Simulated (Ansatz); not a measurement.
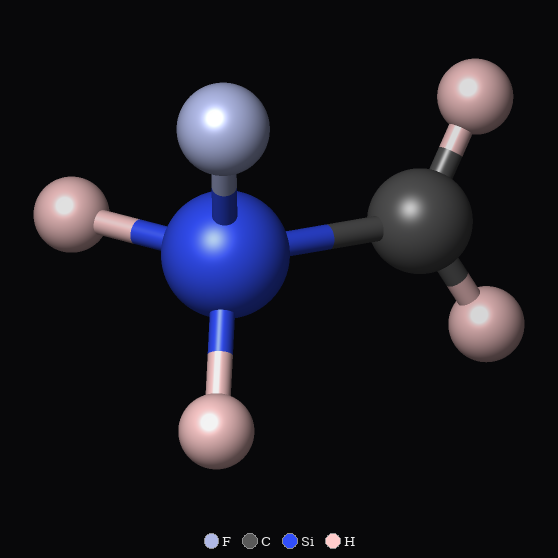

The species is neutral and a spin doublet.

What does the picture show?

Formula CH₄FSi. This geometry has C1 symmetry. It is an open-shell species. Coordination: 1 C trigonal planar; 1 Si tetrahedral.

The parts below concern this one geometry. Atoms keep their numbers from picture to picture. The computed structure is the end point of a PBE0-D4/def2-TZVP optimisation. No frequency run is at hand to confirm it as a minimum.

### Shape

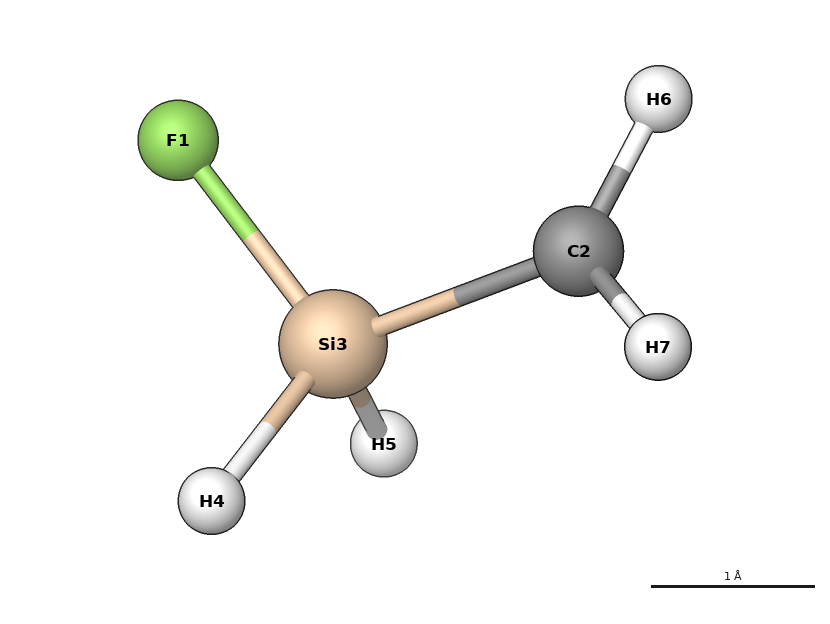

The atoms are numbered. No frequency run is at hand to confirm it as a minimum.

Give the bond lengths.

```tsv
bond	length (Å)
F1–Si3	1.602
C2–Si3	1.830
C2–H6	1.086
C2–H7	1.085
Si3–H4	1.484
Si3–H5	1.486
```

### Electronic properties

No frequency run is at hand to confirm it as a minimum. Level of theory: UKS PBE0-D4/def2-TZVPP (Ansatz 0.2.0).

What does the calculation give?

- HOMO energy (Kohn–Sham orbital): −7.42 eV
- ⟨S²⟩ of the determinant: 0.754
- dispersion correction: −7.8 kJ/mol

### Charges

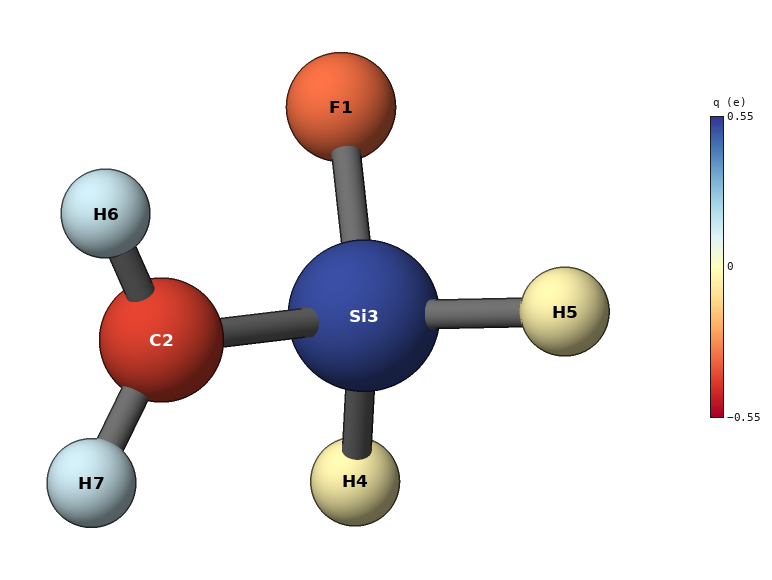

Atoms are coloured by their Mulliken charges. No frequency run is at hand to confirm it as a minimum. Properties computed with UKS PBE0-D4/def2-TZVP (Ansatz 0.2.0).

List the Mulliken charges.

| atom | value (e) |
| --- | --- |
| F1 | −0.32 |
| C2 | −0.41 |
| Si3 | 0.51 |
| H4 | −0.04 |
| H5 | −0.04 |
| H6 | 0.15 |
| H7 | 0.15 |

### Dipole moment

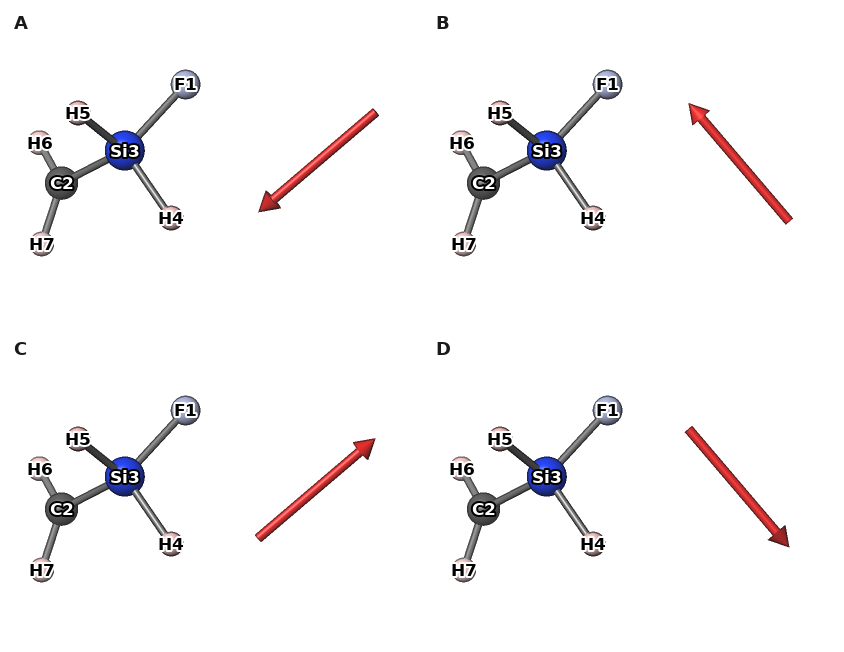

The same molecule four times, each with an arrow. No frequency run is at hand to confirm it as a minimum. Method: UKS PBE0-D4/def2-TZVP (Ansatz 0.2.0).

Which arrow points along the dipole moment, from the negative to the positive end?

A. The dipole moment is 1.72 D; it points from the side of F1 to the side of H7 (the outermost atoms at the two ends).

Mulliken values depend strongly on the basis set and can even reverse the polarity of a bond.
